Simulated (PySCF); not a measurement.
AlClF$_{2}$: geometry relaxation (part 2 of 2)

AlClF$_{2}$; CAM-B3LYP/cc-pVDZ, RKS (PySCF 2.14.0). The geometry comes from this level: PBE0-D4/def2-TZVP.

Geometry of the input (Å):
```
F  0.9972  0.7218  1.1496
Al 0.0693  -0.0508  0.0536
F  0.2735  -1.6538  -0.1647
Cl -1.3400  0.9828  -1.0386
```

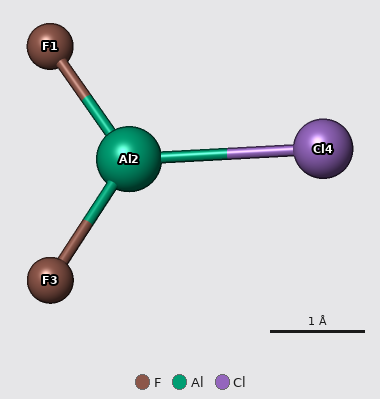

**Figure 1.** The geometry at step 8 of the log (ball-and-stick view, seen at a tilt; atoms are numbered from 1 in the order of the input).

Log, continued
```
Geometry optimization cycle 12
Cartesian coordinates (Angstrom)
 Atom        New coordinates             dX        dY        dZ
   F   1.015480   0.756370   1.179950   -0.000000  0.000015  0.000047
  Al   0.070322  -0.036319   0.057336    0.000054  0.000009 -0.000066
   F   0.285694  -1.674964  -0.166812   -0.000029 -0.000059 -0.000000
  Cl  -1.356919   1.004592  -1.049641   -0.000025  0.000034  0.000020
converged SCF energy = -902.502742715607
--------------- RKS_Scanner gradients ---------------
         x                y                z
0 F    -0.0000051428    -0.0000384048    -0.0000540424
1 Al    -0.0000124595    -0.0000298427     0.0000361360
2 F    -0.0000116739     0.0000249295    -0.0000056535
3 Cl     0.0000199188    -0.0000199291    -0.0000025744
----------------------------------------------
cycle 12: E = -902.502742716  dE = -1.96422e-08  norm(grad) = 9.14542e-05
Step   11 : Displace = 6.206e-05/8.577e-05 (rms/max) Trust = 6.235e-05 (+) Grad = 4.125e-05/4.638e-05 (rms/max) E (change) = -902.5027427156 (-1.964e-08) Quality = 0.897
Hessian Eigenvalues: 7.67895e-03 4.98360e-02 5.00000e-02 ... 2.68411e-01 3.61677e-01 4.57165e-01

Geometry optimization cycle 13
Cartesian coordinates (Angstrom)
 Atom        New coordinates             dX        dY        dZ
   F   1.015473   0.756359   1.180008   -0.000007 -0.000011  0.000059
  Al   0.070409  -0.036308   0.057230    0.000088  0.000011 -0.000106
   F   0.285640  -1.675033  -0.166814   -0.000054 -0.000069 -0.000001
  Cl  -1.356947   1.004657  -1.049595   -0.000028  0.000065  0.000046
converged SCF energy = -902.502742729633
--------------- RKS_Scanner gradients ---------------
         x                y                z
0 F     0.0000067316    -0.0000247338    -0.0000305184
1 Al    -0.0000141459    -0.0000190809     0.0000132838
2 F    -0.0000119533    -0.0000046580    -0.0000050711
3 Cl     0.0000101274    -0.0000148265    -0.0000037585
----------------------------------------------
cycle 13: E = -902.50274273  dE = -1.40254e-08  norm(grad) = 5.34407e-05
Step   12 : Displace = 8.854e-05/1.373e-04 (rms/max) Trust = 8.818e-05 (+) Grad = 1.786e-05/2.377e-05 (rms/max) E (change) = -902.5027427296 (-1.403e-08) Quality = 0.787
Hessian Eigenvalues: 7.67732e-03 4.84662e-02 5.00000e-02 ... 2.68538e-01 3.75285e-01 4.57174e-01

Geometry optimization cycle 14
Cartesian coordinates (Angstrom)
 Atom        New coordinates             dX        dY        dZ
   F   1.015517   0.756012   1.180008    0.000044 -0.000347 -0.000001
  Al   0.070489  -0.036454   0.057014    0.000080 -0.000146 -0.000216
   F   0.285350  -1.675266  -0.166960   -0.000290 -0.000233 -0.000146
  Cl  -1.356952   1.004785  -1.049485   -0.000006  0.000129  0.000110
converged SCF energy = -902.502742731427
--------------- RKS_Scanner gradients ---------------
         x                y                z
0 F     0.0000101588    -0.0000167534    -0.0000129725
1 Al    -0.0000046951    -0.0000119364    -0.0000094792
2 F    -0.0000149246    -0.0000244253    -0.0000009723
3 Cl     0.0000000445    -0.0000101473    -0.0000025285
----------------------------------------------
cycle 14: E = -902.502742731  dE = -1.79477e-09  norm(grad) = 4.16676e-05
Step   13 : Displace = 1.179e-04/1.944e-04 (rms/max) Trust = 1.247e-04 (+) Grad = 5.693e-06/6.501e-06 (rms/max) E (change) = -902.5027427314 (-1.795e-09) Quality = 0.183
Hessian Eigenvalues: 6.37744e-03 3.07844e-02 5.00000e-02 ... 2.74594e-01 4.02469e-01 4.57366e-01

Geometry optimization cycle 15
Cartesian coordinates (Angstrom)
 Atom        New coordinates             dX        dY        dZ
   F   1.015631   0.755451   1.179925    0.000115 -0.000561 -0.000083
  Al   0.070453  -0.036729   0.056842   -0.000036 -0.000275 -0.000172
   F   0.284940  -1.675583  -0.167235   -0.000410 -0.000317 -0.000275
  Cl  -1.356918   1.004925  -1.049383    0.000034  0.000140  0.000102
converged SCF energy = -902.502742727457
--------------- RKS_Scanner gradients ---------------
         x                y                z
0 F     0.0000105979    -0.0000136935    -0.0000070462
1 Al    -0.0000001781    -0.0000123756    -0.0000171621
2 F    -0.0000159059    -0.0000300421     0.0000009221
3 Cl    -0.0000044814    -0.0000069892    -0.0000026217
----------------------------------------------
cycle 15: E = -902.502742727  dE = 3.9704e-09  norm(grad) = 4.50487e-05
Step   14 : Displace = 4.629e-05/7.127e-05 (rms/max) Trust = 5.893e-05 (-) Grad = 1.014e-05/1.145e-05 (rms/max) E (change) = -902.5027427275 (+3.970e-09) Quality = -0.904
Hessian Eigenvalues: 1.45092e-03 1.89418e-02 5.00000e-02 ... 3.05159e-01 4.52026e-01 4.57230e-01

Geometry optimization cycle 16
Cartesian coordinates (Angstrom)
 Atom        New coordinates             dX        dY        dZ
   F   1.015812   0.754834   1.179886    0.000181 -0.000617 -0.000039
  Al   0.070397  -0.036959   0.056728   -0.000056 -0.000230 -0.000114
   F   0.284487  -1.675829  -0.167599   -0.000453 -0.000246 -0.000363
  Cl  -1.356819   1.005245  -1.049193    0.000099  0.000320  0.000190
converged SCF energy = -902.502742724167
--------------- RKS_Scanner gradients ---------------
         x                y                z
0 F     0.0000092562    -0.0000129707    -0.0000063669
1 Al     0.0000025638    -0.0000160744    -0.0000185997
2 F    -0.0000160830    -0.0000293768     0.0000020465
3 Cl    -0.0000064699    -0.0000044715    -0.0000029814
----------------------------------------------
cycle 16: E = -902.502742724  dE = 3.28987e-09  norm(grad) = 4.58471e-05
Step   15 : Displace = 2.387e-05/2.627e-05 (rms/max) Trust = 2.314e-05 (-) Grad = 1.092e-05/1.267e-05 (rms/max) E (change) = -902.5027427242 (+3.290e-09) Quality = -0.357
Hessian Eigenvalues: 2.66383e-04 7.97222e-03 5.00000e-02 ... 3.68437e-01 3.85619e-01 4.60187e-01

Geometry optimization cycle 17
Cartesian coordinates (Angstrom)
 Atom        New coordinates             dX        dY        dZ
   F   1.015843   0.754775   1.179886    0.000031 -0.000059 -0.000001
  Al   0.070375  -0.036967   0.056749   -0.000022 -0.000008  0.000021
   F   0.284451  -1.675820  -0.167647   -0.000036  0.000009 -0.000049
  Cl  -1.356791   1.005308  -1.049162    0.000028  0.000063  0.000031
converged SCF energy = -902.502742725542
--------------- RKS_Scanner gradients ---------------
         x                y                z
0 F     0.0000070095    -0.0000153546    -0.0000110181
1 Al     0.0000024559    -0.0000193846    -0.0000139994
2 F    -0.0000157938    -0.0000230427     0.0000019681
3 Cl    -0.0000045304    -0.0000050780    -0.0000028707
----------------------------------------------
cycle 17: E = -902.502742726  dE = -1.37493e-09  norm(grad) = 4.26955e-05
```

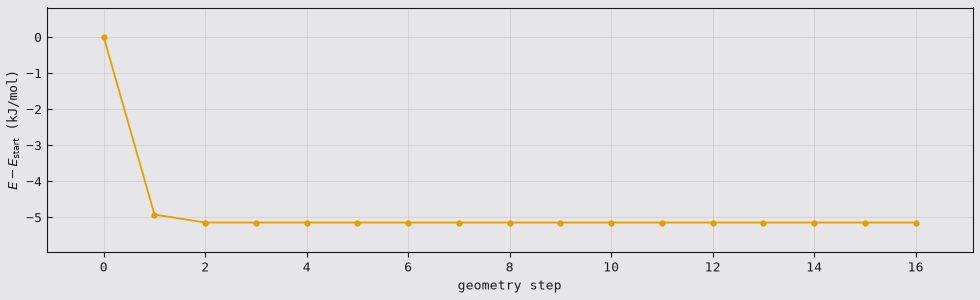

**Figure 2.** Progress of the relaxation, step by step (steps are counted from 0).

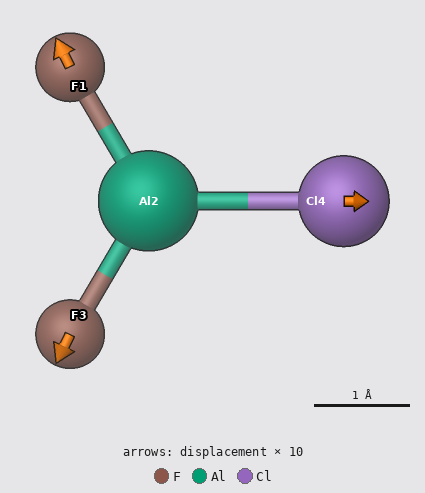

**Figure 3.** The starting structure with the displacements as orange arrows, magnified 10 times (ball-and-stick view, seen on its broad side). The two geometries are laid on each other by the best rigid fit. The largest moves after the best rigid fit, 0.036 Å, are those of F1 and F3. Largest moves by element: F 0.036 Å, Cl 0.027 Å, Al 0.004 Å. Among the contacts that change: Al2–F3 1.631 → 1.668 Å, Al2–Cl4 2.061 → 2.085 Å. Over 16 geometry steps the energy falls by 5.14 kJ/mol. Largest force component: 1.3 eV/Å at the start, 0.0012 eV/Å at the end. (Atoms are counted from 1 in the order of the input.)

```
Step   16 : Displace = 1.938e-05/3.119e-05 (rms/max) Trust = 1.157e-05 (-) Grad = 7.074e-06/8.859e-06 (rms/max) E (change) = -902.5027427255 (-1.375e-09) Quality = 0.584
Hessian Eigenvalues: 2.66383e-04 7.97222e-03 5.00000e-02 ... 3.68437e-01 3.85619e-01 4.60187e-01
Converged! =D

converged: True
F           1.01584298        0.75477525        1.17988552
Al          0.07037546       -0.03696675        0.05674853
F           0.28445118       -1.67581953       -0.16764722
Cl         -1.35679093        1.00530785       -1.04916208
converged SCF energy = -902.502742725539
Final energy -902.5027427255386
```

Trajectory as extended XYZ (Å, eV, eV/Å), 17 frames, from step=0 to step=16
```
4
Properties=species:S:1:pos:R:3:forces:R:3 step=0 energy=-24558.29743
F     0.9972    0.7218    1.1496    0.7461   0.6236   0.8821
Al    0.0693   -0.0508    0.0536   -0.5667   0.4155  -0.4386
F     0.2735   -1.6538   -0.1647    0.1638  -1.2872  -0.1768
Cl   -1.3400    0.9828   -1.0386   -0.3423   0.2513  -0.2656
4
Properties=species:S:1:pos:R:3:forces:R:3 step=1 energy=-24558.34843
F     1.0120    0.7384    1.1682    0.1450   0.1194   0.1723
Al    0.0674   -0.0488    0.0526   -0.0979   0.0740  -0.0775
F     0.2754   -1.6807   -0.1703    0.0336  -0.2489  -0.0324
Cl   -1.3540    0.9937   -1.0495   -0.0797   0.0584  -0.0612
4
Properties=species:S:1:pos:R:3:forces:R:3 step=2 energy=-24558.35070
F     1.0157    0.7423    1.1734    0.0117   0.0109   0.0129
Al    0.0676   -0.0474    0.0519   -0.0081   0.0044  -0.0012
F     0.2768   -1.6865   -0.1706    0.0038  -0.0182  -0.0041
Cl   -1.3583    0.9972   -1.0525   -0.0065   0.0059  -0.0063
4
Properties=species:S:1:pos:R:3:forces:R:3 step=3 energy=-24558.35071
F     1.0164    0.7437    1.1737   -0.0024  -0.0001   0.0022
Al    0.0666   -0.0470    0.0535    0.0066   0.0017  -0.0045
F     0.2778   -1.6862   -0.1710   -0.0012   0.0011   0.0021
Cl   -1.3582    0.9979   -1.0529   -0.0019   0.0003   0.0015
4
Properties=species:S:1:pos:R:3:forces:R:3 step=4 energy=-24558.35072
F     1.0161    0.7446    1.1747   -0.0037  -0.0027  -0.0052
Al    0.0681   -0.0460    0.0526    0.0007  -0.0017   0.0049
F     0.2779   -1.6858   -0.1704    0.0009   0.0085   0.0003
Cl   -1.3585    0.9984   -1.0524    0.0030  -0.0010   0.0013
4
Properties=species:S:1:pos:R:3:forces:R:3 step=5 energy=-24558.35072
F     1.0161    0.7451    1.1748   -0.0008   0.0003  -0.0005
Al    0.0680   -0.0455    0.0531    0.0000   0.0003   0.0015
F     0.2784   -1.6851   -0.1702    0.0009   0.0023  -0.0001
Cl   -1.3583    0.9987   -1.0523    0.0007   0.0002   0.0004
4
Properties=species:S:1:pos:R:3:forces:R:3 step=6 energy=-24558.35072
F     1.0160    0.7474    1.1758    0.0014   0.0027   0.0035
Al    0.0683   -0.0436    0.0542   -0.0005   0.0022  -0.0019
F     0.2801   -1.6827   -0.1695    0.0009  -0.0028  -0.0002
Cl   -1.3579    0.9999   -1.0517   -0.0010   0.0010  -0.0001
4
Properties=species:S:1:pos:R:3:forces:R:3 step=7 energy=-24558.35072
F     1.0158    0.7509    1.1773    0.0023   0.0038   0.0054
Al    0.0690   -0.0408    0.0555   -0.0008   0.0030  -0.0036
F     0.2823   -1.6796   -0.1684    0.0009  -0.0051  -0.0002
Cl   -1.3575    1.0017   -1.0509   -0.0018   0.0014  -0.0002
4
Properties=species:S:1:pos:R:3:forces:R:3 step=8 energy=-24558.35072
F     1.0155    0.7563    1.1798    0.0023   0.0039   0.0058
Al    0.0702   -0.0363    0.0575   -0.0007   0.0032  -0.0043
F     0.2858   -1.6748   -0.1668    0.0008  -0.0054   0.0000
Cl   -1.3569    1.0045   -1.0497   -0.0019   0.0015  -0.0001
4
Properties=species:S:1:pos:R:3:forces:R:3 step=9 energy=-24558.35072
F     1.0155    0.7563    1.1799    0.0017   0.0034   0.0050
Al    0.0702   -0.0363    0.0574   -0.0002   0.0027  -0.0037
F     0.2857   -1.6749   -0.1668    0.0007  -0.0043   0.0001
Cl   -1.3569    1.0045   -1.0497   -0.0017   0.0014  -0.0001
4
Properties=species:S:1:pos:R:3:forces:R:3 step=10 energy=-24558.35072
F     1.0155    0.7564    1.1799    0.0010   0.0027   0.0039
Al    0.0703   -0.0363    0.0574    0.0002   0.0021  -0.0029
F     0.2857   -1.6749   -0.1668    0.0007  -0.0028   0.0002
Cl   -1.3569    1.0046   -1.0497   -0.0014   0.0012   0.0000
4
Properties=species:S:1:pos:R:3:forces:R:3 step=11 energy=-24558.35072
F     1.0155    0.7564    1.1800    0.0003   0.0020   0.0028
Al    0.0703   -0.0363    0.0573    0.0006   0.0015  -0.0019
F     0.2857   -1.6750   -0.1668    0.0006  -0.0013   0.0003
Cl   -1.3569    1.0046   -1.0496   -0.0010   0.0010   0.0001
4
Properties=species:S:1:pos:R:3:forces:R:3 step=12 energy=-24558.35072
F     1.0155    0.7564    1.1800   -0.0003   0.0013   0.0016
Al    0.0704   -0.0363    0.0572    0.0007   0.0010  -0.0007
F     0.2856   -1.6750   -0.1668    0.0006   0.0002   0.0003
Cl   -1.3569    1.0047   -1.0496   -0.0005   0.0008   0.0002
4
Properties=species:S:1:pos:R:3:forces:R:3 step=13 energy=-24558.35072
F     1.0155    0.7560    1.1800   -0.0005   0.0009   0.0007
Al    0.0705   -0.0365    0.0570    0.0002   0.0006   0.0005
F     0.2853   -1.6753   -0.1670    0.0008   0.0013   0.0001
Cl   -1.3570    1.0048   -1.0495    0.0000   0.0005   0.0001
4
Properties=species:S:1:pos:R:3:forces:R:3 step=14 energy=-24558.35072
F     1.0156    0.7555    1.1799   -0.0005   0.0007   0.0004
Al    0.0705   -0.0367    0.0568    0.0000   0.0006   0.0009
F     0.2849   -1.6756   -0.1672    0.0008   0.0015   0.0000
Cl   -1.3569    1.0049   -1.0494    0.0002   0.0004   0.0001
4
Properties=species:S:1:pos:R:3:forces:R:3 step=15 energy=-24558.35072
F     1.0158    0.7548    1.1799   -0.0005   0.0007   0.0003
Al    0.0704   -0.0370    0.0567   -0.0001   0.0008   0.0010
F     0.2845   -1.6758   -0.1676    0.0008   0.0015  -0.0001
Cl   -1.3568    1.0052   -1.0492    0.0003   0.0002   0.0002
4
Properties=species:S:1:pos:R:3:forces:R:3 step=16 energy=-24558.35072
F     1.0158    0.7548    1.1799   -0.0004   0.0008   0.0006
Al    0.0704   -0.0370    0.0567   -0.0001   0.0010   0.0007
F     0.2845   -1.6758   -0.1676    0.0008   0.0012  -0.0001
Cl   -1.3568    1.0053   -1.0492    0.0002   0.0003   0.0001
```

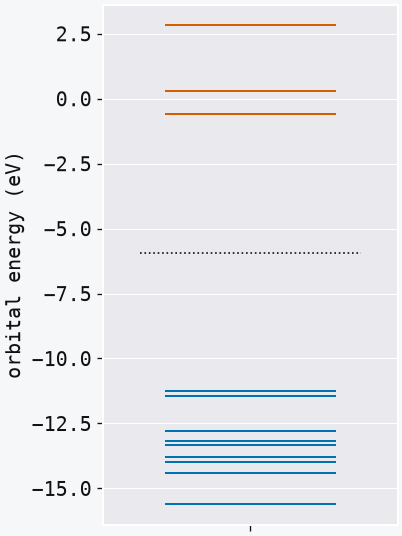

**Figure 4.** Orbital energies near the frontier; the dotted line parts filled from empty levels, and levels within 0.02 eV of each other stand side by side. Highest filled −11.26 eV, lowest empty −0.61 eV, 10.65 eV apart.

Results in brief

```json
{"quantity": "outcome", "value": "converged"}
{"quantity": "total energy", "value": "−902.502743 hartree"}
{"quantity": "basis functions", "value": "64"}
{"quantity": "HOMO", "value": "−11.26 eV"}
{"quantity": "LUMO", "value": "−0.61 eV"}
{"quantity": "dipole moment", "value": "0.53 D"}
{"quantity": "wall time", "value": "3.3 min"}
{"quantity": "peak memory", "value": "0.68 GiB"}
```
